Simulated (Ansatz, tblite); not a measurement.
**The cluster Si₅Te₃: spin states and exact exchange**

Aim: set other spin states of the cluster Si₅Te₃ against its singlet, on many levels of theory.

Program: Ansatz 0.2.0, Gaussian basis. Level of theory: as each input shows. These are calculated values, not measurements.

Plan: triplet, at the geometry of the singlet (GFN1-xTB, GFN2-xTB, PBE0-D4/def2-TZVP, PBE-D4/def2-TZVP, r2SCAN-D4/def2-TZVP); the singlet's energies come from earlier runs.

3 further runs of the same task are left out: 3 set aside as unsound or not needed.

**1. The structure**

The singlet was relaxed beforehand with PBE-D4/def2-SVP. At that level it is the lowest of the isomers that a small search found.

8 atoms, charge 0, spin multiplicity 1.

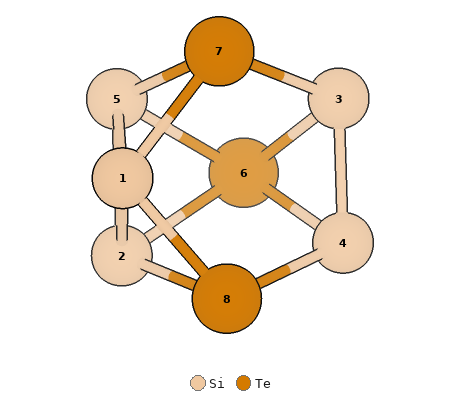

The structure; silicon light orange, tellurium orange; atoms are numbered from 1 in the order of the file.

As a file:

```mol
Si5Te3
  3D, bonds by distance, orders not assigned

  8 14  0  0  0  0  0  0  0  0999 V2000
    1.8471    0.7890    0.9939 Si  0  0
    0.4446   -1.3487    1.6143 Si  0  0
   -1.3865    0.8037   -1.7537 Si  0  0
   -0.3798   -1.3263   -1.9336 Si  0  0
   -0.6468    0.9621    1.8111 Si  0  0
   -1.9550   -0.9404    0.1983 Te  0  0
    0.1753    2.3551   -0.3104 Te  0  0
    1.9010   -1.2945   -0.6200 Te  0  0
  1  2  8  0
  1  5  8  0
  1  7  8  0
  1  8  8  0
  2  5  8  0
  2  6  8  0
  2  8  8  0
  3  4  8  0
  3  6  8  0
  3  7  8  0
  4  6  8  0
  4  8  8  0
  5  6  8  0
  5  7  8  0
M  END
```

Te takes a core potential in the def2 sets. No spin-orbit coupling is included.

**2. Triplet at the fixed geometry, GFN1-xTB**

Tight binding, by tblite at 300 K electronic temperature and without a spin-polarisation term:

```python
tblite.interface.Calculator('GFN1-xTB', numbers, positions, charge=0, uhf=2).singlepoint()
```

Energy -555.8642 eV; 0.017 s.

**3. Triplet at the fixed geometry, GFN2-xTB**

Tight binding, by tblite at 300 K electronic temperature and without a spin-polarisation term:

```python
tblite.interface.Calculator('GFN2-xTB', numbers, positions, charge=0, uhf=2).singlepoint()
```

Energy -483.0819 eV; 0.03 s.

**4. Triplet at the fixed geometry, PBE0-D4/def2-TZVP**

Contents of in.yaml:

```yaml
crystal:
  periodic: [false, false, false]
  atoms:
    - {symbol: Si, position_ang: [1.847061, 0.789007, 0.993943]}
    - {symbol: Si, position_ang: [0.444636, -1.348660, 1.614325]}
    - {symbol: Si, position_ang: [-1.386454, 0.803693, -1.753652]}
    - {symbol: Si, position_ang: [-0.379796, -1.326313, -1.933581]}
    - {symbol: Si, position_ang: [-0.646798, 0.962130, 1.811123]}
    - {symbol: Te, position_ang: [-1.954968, -0.940417, 0.198250]}
    - {symbol: Te, position_ang: [0.175278, 2.355091, -0.310426]}
    - {symbol: Te, position_ang: [1.901042, -1.294522, -0.619972]}
basis:
  gaussian: {orbitals: def2-TZVP}
magnetization: {spin_polarized: true, initial_magnetization: 2}
hamiltonian: {xc: pbe0, dispersion: d4}
scf: {omitted_lower_state_checks: [starts]}
output: {orbitals: {seedname: orbitals}}
```

Launch:

```
> ansatz run in.yaml --threads 4 --pin off --events-out ev --progress --plain --max-ram 8704MiB
```

Log:

```text
Functional definition: PBE0
  name "PBE0"
  cite "Adamo & Barone, J. Chem. Phys. 110, 6158 (1999) doi:10.1063/1.478522"
  cite "Perdew, Burke & Ernzerhof, Phys. Rev. Lett. 77, 3865 (1996) doi:10.1103/PhysRevLett.77.3865"
  parent pbe
  parameter a = 0.25
  parameter kappa = 0.804
  parameter beta = 0.06672455060314922
  exchange = (1 - a)*pbe_x(kappa = kappa, mu = beta*pi^2/3) + a*exact_x
  correlation = pbe_c(beta = beta)
these checks for a lower state are left out or cut short: starts
2654 factors; their error is unknown
mean field evaluation 1: about -61252.5683 eV, gradient 1.7e1 eV
mean field evaluation 2: about -61246.9594 eV, gradient 3.7e1 eV
mean field evaluation 4: about -61254.3115 eV, gradient 3.4e0 eV
mean field evaluation 8: about -61254.3927 eV, gradient 2.1e-1 eV
mean field evaluation 16: about -61254.9510 eV, gradient 1.1e-2 eV
mean field evaluation 32: about -61254.9510 eV, gradient 8.2e-5 eV
mean field -61254.95095865 eV, -2251.0779276332 hartree, gradient 1.1e-5 eV, S^2 2.020601; 0 other end points of the search recorded, 0 dependent functions left out
reference -61254.95098947 eV, -2251.0779287659 hartree; 72, 70 occupied and 263, 265 virtual orbitals, 2654 factors
Total energy: -61255.93715188 eV, -2251.1141695662 hartree
Checks for a lower state left out: starts
```

Run time: 6 min. Hardware: 4 threads of Arm Neoverse V1, shared host; peak memory 2.9 GiB.

HOMO -4.11 eV, LUMO -4.44 eV (over both spins; with the spin held, an empty level of the minority spin lies below the top filled one); ⟨S²⟩ 2.021 (pure: 2.00).

**5. Triplet at the fixed geometry, PBE-D4/def2-TZVP**

start.molden holds the orbitals of an earlier run on this state, given as this run's starting guess.

in.yaml: that of step 4 with these lines changed.

```diff
@@ -12,5 +12,5 @@
 basis:
-  gaussian: {orbitals: def2-TZVP}
+  gaussian: {orbitals: def2-TZVP, initial_orbitals: start.molden}
 magnetization: {spin_polarized: true, initial_magnetization: 2}
-hamiltonian: {xc: pbe0, dispersion: d4}
+hamiltonian: {xc: pbe, dispersion: d4}
 scf: {omitted_lower_state_checks: [starts]}
```

Same command.

Log:

```text
Functional definition: PBE
  name "PBE"
  cite "Perdew, Burke & Ernzerhof, Phys. Rev. Lett. 77, 3865 (1996) doi:10.1103/PhysRevLett.77.3865"
  parent pbe
  parameter kappa = 0.804
  parameter beta = 0.06672455060314922
  exchange = pbe_x(kappa = kappa, mu = beta*pi^2/3)
  correlation = pbe_c(beta = beta)
these checks for a lower state are left out or cut short: starts
2418 factors; their error is unknown
mean field evaluation 1: about -61250.9610 eV, gradient 1.1e1 eV
mean field evaluation 2: about -61251.1736 eV, gradient 3.4e-1 eV
mean field evaluation 4: about -61250.7886 eV, gradient 6.4e-1 eV
mean field evaluation 8: about -61250.7889 eV, gradient 5.0e-5 eV
mean field -61250.78893652 eV, -2250.9249761413 hartree, gradient 4.3e-6 eV, S^2 2.009245; 0 other end points of the search recorded, 0 dependent functions left out
reference -61250.78897743 eV, -2250.9249776446 hartree; 72, 70 occupied and 263, 265 virtual orbitals, 2418 factors
Total energy: -61251.91363493 eV, -2250.9663080455 hartree
Checks for a lower state left out: starts
```

Run time: 24 s. Hardware: 4 threads of Arm Neoverse V1, shared host; peak memory 0.99 GiB.

Report: HOMO -3.51 eV, LUMO -5.03 eV (over both spins; with the spin held, an empty level of the minority spin lies below the top filled one); ⟨S²⟩ 2.009 (pure: 2.00).

**6. Triplet at the fixed geometry, r2SCAN-D4/def2-TZVP**

in.yaml: that of step 5 with these lines changed.

```diff
@@ -14,3 +14,3 @@
 magnetization: {spin_polarized: true, initial_magnetization: 2}
-hamiltonian: {xc: pbe, dispersion: d4}
+hamiltonian: {xc: r2scan, dispersion: d4}
 scf: {omitted_lower_state_checks: [starts]}
```

Same command.

Log, cut to the lines that bear on the results:

```text
Functional definition: r2SCAN
  name "r2SCAN"
  cite "Furness, Kaplan, Ning, Perdew & Sun, J. Phys. Chem. Lett. 11, 8208 (2020) doi:10.1021/acs.jpclett.0c02405"
  cite "Furness, Kaplan, Ning, Perdew & Sun, J. Phys. Chem. Lett. 11, 9248 (2020) doi:10.1021/acs.jpclett.0c03077"
  parent r2scan
[...]
2418 factors; their error is unknown
[...]
mean field -61275.44589595 eV, -2251.8311026870 hartree, gradient 6.5e-6 eV, S^2 2.021911; 0 other end points of the search recorded, 0 dependent functions left out
reference -61275.44591373 eV, -2251.8311033407 hartree; 72, 70 occupied and 263, 265 virtual orbitals, 2418 factors
Total energy: -61275.67074353 eV, -2251.8393656834 hartree
Checks for a lower state left out: starts
```

Run time: 2.2 min. Hardware: 4 threads of Arm Neoverse V1, shared host; peak memory 2.2 GiB.

Report: HOMO -3.65 eV, LUMO -4.98 eV (over both spins; with the spin held, an empty level of the minority spin lies below the top filled one); ⟨S²⟩ 2.022 (pure: 2.00).

**7. Triplet less singlet, vertical**

The singlet's energies are those of its earlier runs, whose logs aren't repeated here.

```csv
level,"triplet less singlet, vertical (eV)",time
GFN1-xTB,+1.128,0.032 s
GFN2-xTB,+1.422,0.058 s
PBE-D4/def2-TZVP,+1.580,35 s
r2SCAN-D4/def2-TZVP,+1.579,2.6 min
PBE0-D4/def2-TZVP,+1.643,6.4 min
```

Times add the two runs; a level without a time comes out of a correlated run. Tight binding without a spin term can't rank spin states.

**8. Outcome**

```
                                                quantity                                      value
triplet less singlet, vertical, functionals in def2-TZVP  +1.579 (r2SCAN-D4) to +1.643 eV (PBE0-D4)
```

All functionals put the triplet above the singlet, over a spread of 0.064 eV. The checks for a lower triplet were left out, so another state of that spin may lie lower. These are electronic energies, without zero-point motion, entropy or surroundings.
